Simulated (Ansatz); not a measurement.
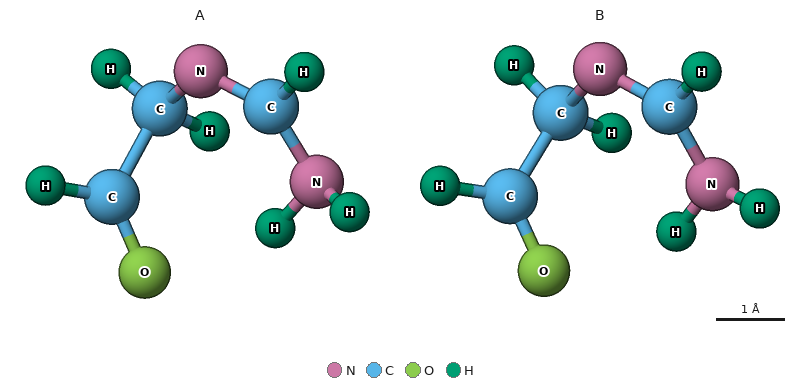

Two geometries of C₃H₆N₂O, drawn at one scale. One is the start of a relaxation, the other its converged end. Style: ball-and-stick. Shown at a tilt.

All numbers below come from RKS B3LYP/6-31G* (Ansatz). Settings: no spin polarisation; force threshold 0.015 eV/Å; at most 40 steps.

Question: Which one is relaxed?

Answer: Structure B is the relaxed one. The run prepares an end point of a later path (inversion) calculation, from a guessed geometry. The largest move after the best rigid fit is that of an H atom, 0.21 Å. Largest moves by element: H 0.21 Å, O 0.12 Å, N 0.07 Å, C 0.07 Å. Among the contacts that change: C–N 1.392 → 1.471 Å, C–H 1.038 → 1.095 Å, C–H 1.139 → 1.093 Å, H–N 1.059 → 1.016 Å. Bond angles that change, for instance: N–C–H 115.2° → 108.0°, C–N–H 111.0° → 118.1°, C–N–C 121.7° → 116.9°. Over 10 geometry steps the energy falls by 9.62 kcal/mol. Largest force component: 4 eV/Å at the start, 0.0026 eV/Å at the end. The run took 25 s on 2 threads of Intel(R) Xeon(R) Platinum 8488C (Sapphire Rapids), with other jobs on the host, peak memory 0.24 GiB.
